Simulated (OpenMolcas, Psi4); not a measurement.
# BBr2Cl (dibromo(chloro)borane): methods side by side

BBr2Cl: 4 atoms, total charge 0, spin state singlet. SMILES: `ClB(Br)Br`. The coordinates come from a PBE0-D4/def2-TZVP relaxation.

```csv
atom,x (Å),y (Å),z (Å)
Cl,-0.2033,-1.6449,0.6335
B,-0.0048,-0.0390,0.0150
Br,1.2835,1.1237,0.7856
Br,-1.0754,0.5603,-1.4343
```

Each level gives the energy change with the B2–Br4 bond stretched from 1.899 to 4.178 Å (eV). The values are calculated.

```json
{"level": "HF/6-31G* (spherical functions) (restricted)", "kind": "Hartree–Fock", "program": "Psi4", "value (eV)": "5.78", "CPU time (all runs)": "33 s"}
{"level": "SVWN5/6-31G* (spherical functions) (restricted)", "kind": "LDA", "program": "OpenMolcas", "value (eV)": "4.78", "CPU time (all runs)": "59 s"}
{"level": "BLYP/6-31G* (spherical functions) (restricted)", "kind": "GGA", "program": "OpenMolcas", "value (eV)": "6.31", "CPU time (all runs)": "48 s"}
{"level": "M06-L/6-31G* (spherical functions) (restricted)", "kind": "meta-GGA", "program": "OpenMolcas", "value (eV)": "4.52", "CPU time (all runs)": "85 s"}
{"level": "M06-2X/6-31G* (spherical functions) (restricted)", "kind": "hybrid meta-GGA", "program": "OpenMolcas", "value (eV)": "5.31", "CPU time (all runs)": "56 s"}
{"level": "B3LYP/6-31G* (Cartesian functions) (restricted)", "kind": "global hybrid", "program": "OpenMolcas", "value (eV)": "4.54", "CPU time (all runs)": "52 s"}
{"level": "DSD-PBEP86/6-31G* (density fitting for correlation, spherical functions) (restricted)", "kind": "double hybrid", "program": "Psi4", "value (eV)": "4.92", "CPU time (all runs)": "37 s"}
{"level": "MP3/6-31G* (spherical functions) (restricted)", "kind": "perturbation theory", "program": "Psi4", "value (eV)": "5.30", "CPU time (all runs)": "53 s"}
{"level": "CCSD(T)/6-31G* (spherical functions) (restricted)", "kind": "coupled cluster or CI", "program": "Psi4", "value (eV)": "3.47", "CPU time (all runs)": "5.6 min"}
```

All-electron rows without a relativistic Hamiltonian named are non-relativistic. The first shape isn't each level's own minimum. The values span 3.47 to 6.31 eV. The coupled-cluster rows rest on a doubtful reference here (large T1 or Brueckner and Hartree–Fock orbitals at odds), and rows may lie in different states. In the correlated wave-function rows the outer d shell of Br is correlated, in sets not made for it. Times are those of the runs behind each value, whatever else they computed, on shared processors of several kinds: orders of magnitude only.

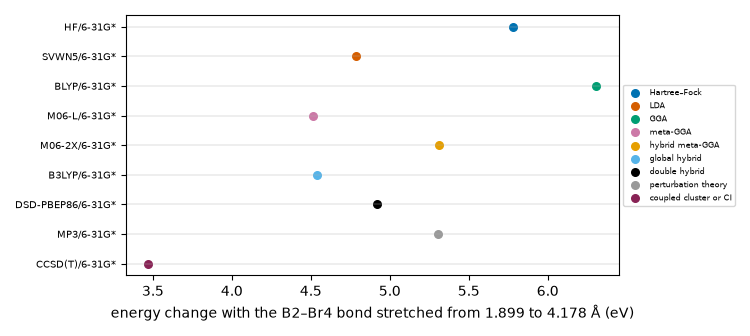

The values of the table, level by level.
